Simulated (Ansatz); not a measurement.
```yaml
atoms:
  - { symbol: Cl, position_ang: [2.4470, 0.3626, -0.5908] }
  - { symbol: F, position_ang: [-2.2483, -0.4419, -1.8425] }
  - { symbol: Si, position_ang: [-1.2367, 0.7675, -1.3749] }
  - { symbol: Si, position_ang: [0.7523, -0.5491, -1.4019] }
  - { symbol: H, position_ang: [0.9072, -2.0096, -1.1358] }
```

Geometry: B3LYP-D3(BJ)/6-311G**.

These are results of isolated molecule in a Gaussian basis; Kohn-Sham density functional theory, functional PBE0 in Ansatz, not measurements.

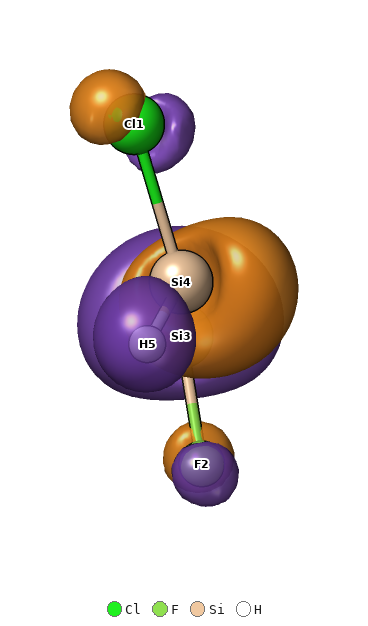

ClFHSi$_{2}$ (SMILES F/[Si]=[SiH]/Cl) (doublet). The HOMO−1 (α) at ±0.15 Å⁻³ᐟ² (orange and purple are the two phases), seen at an oblique angle.

### Where does this orbital lie, and at what energy?

Its weight (Hirshfeld) is mainly on Si3 (about 50 %), Si4 (about 30 %), H5 (about 10 %) and Cl1 (about 10 %). Its energy is −7.30 eV.
